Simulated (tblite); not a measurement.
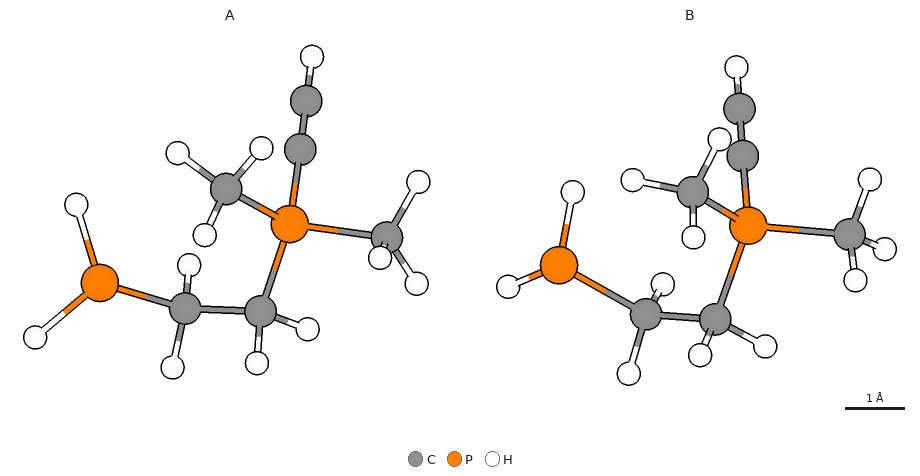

Two geometries of C6H13P2 (charge +1), drawn at one scale. One is the start of a relaxation, the other its converged end. A ball-and-stick model, seen from a free direction.

All numbers below come from GFN2-xTB geometry optimisation, gas phase in tblite. 

Which of the two is the end point?

Structure B is the relaxed one. After 155 geometry steps the energy has fallen by 0.950 eV. The largest move after the best rigid fit is that of an H atom, 1.36 Å. Largest moves by element: H 1.36 Å, C 0.48 Å, P 0.40 Å. Among the contacts that change: H–P 1.473 → 1.389 Å, C–P 1.769 → 1.825 Å, C–H 1.141 → 1.096 Å, C–P 1.792 → 1.748 Å. Among the angles between lasting bonds that change: H–P–H 108.6° → 92.4°, C–P–H 110.2° → 94.4°, C–P–H 105.0° → 95.5°. Groups turn about C–P by about 30°, C–P by about 25°, C–P by about 20°.
